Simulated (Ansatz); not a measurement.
# CH4BrClSi (SMILES Cl[SiH2]CBr): what the fields show

```json
{"atom": "C", "x (Å)": "1.4052", "y (Å)": "-0.8764", "z (Å)": "0.8516"}
{"atom": "Br", "x (Å)": "0.8363", "y (Å)": "-2.6593", "z (Å)": "0.2362"}
{"atom": "Cl", "x (Å)": "0.7955", "y (Å)": "2.2711", "z (Å)": "0.8225"}
{"atom": "Si", "x (Å)": "0.1863", "y (Å)": "0.3879", "z (Å)": "0.1681"}
{"atom": "H", "x (Å)": "-1.1735", "y (Å)": "0.1147", "z (Å)": "0.6930"}
{"atom": "H", "x (Å)": "0.2110", "y (Å)": "0.3644", "z (Å)": "-1.3144"}
{"atom": "H", "x (Å)": "1.4178", "y (Å)": "-0.9000", "z (Å)": "1.9493"}
{"atom": "H", "x (Å)": "2.4282", "y (Å)": "-0.7172", "z (Å)": "0.4856"}
```

Geometry: B3LYP-D3(BJ)/def2-SVP.

The calculation used isolated molecule in a Gaussian basis; Kohn-Sham density functional theory, functional PBE0 in Ansatz.

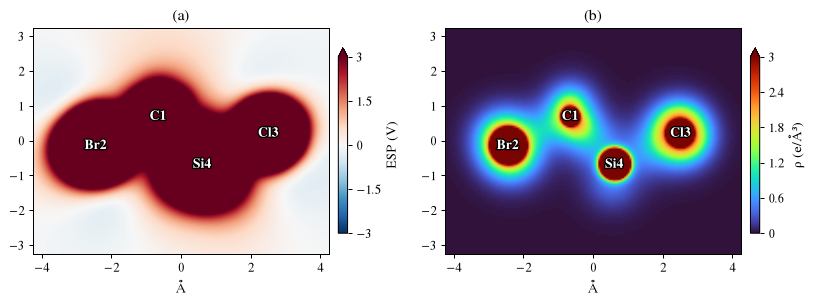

Figure 1. (a) electrostatic potential; (b) total electron density on the plane of atoms Br2, C1 and Si4.

Q: Describe what can be read from this map.

A:
- Atoms in the plane: C, Br, Cl and Si.
- C–Si (1.88 Å): ρ is about 0.96 e/Å³ halfway.
- C–Br (1.97 Å): the density is about 0.99 e/Å³ at the midpoint.
- Si–Cl (2.08 Å): the density is about 0.86 e/Å³ at the midpoint.
- Outside the dense part of the molecule the potential is most negative (−0.3 V) near Br2.

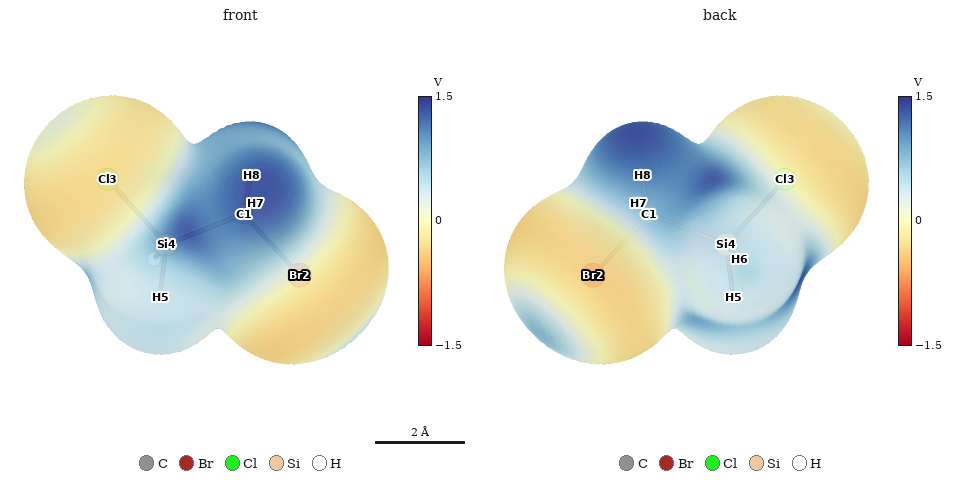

Figure 2. The electrostatic potential painted on the density surface at 0.002 e/bohr³, seen from the front and from behind; red is negative and blue positive.

Q: Describe the electrostatic potential map.

A: The most negative region (about −0.4 V) lies over Br2, the most positive (about +1.4 V) over Si4, H7 and H8. Br2 shows a σ-hole: about +0.8 V at the tip opposite its bond, against about −0.3 V on its flanks. Cl3 shows a σ-hole: about +0.2 V at the tip opposite its bond, against about −0.2 V on its flanks.

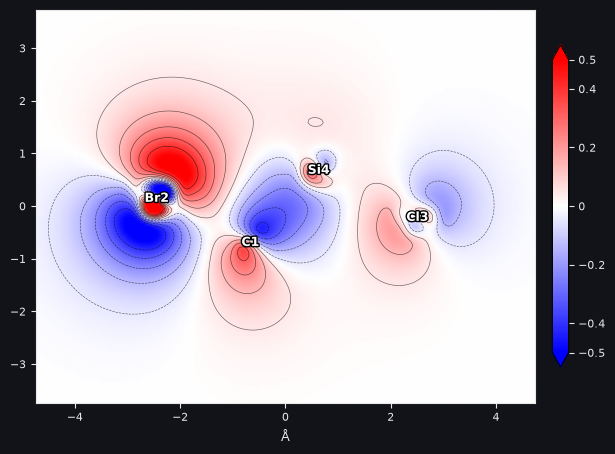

Figure 3. The HOMO on the plane of atoms C1, Si4 and Cl3 (values in Å⁻³ᐟ²; the overall sign is arbitrary).

Q: What is the character of this orbital?

A: It lies mainly on Br2 (about 75 %), C1 (about 10 %) and Si4 (about 5 %); largely a lone pair of Br2. Its energy is −8.14 eV.
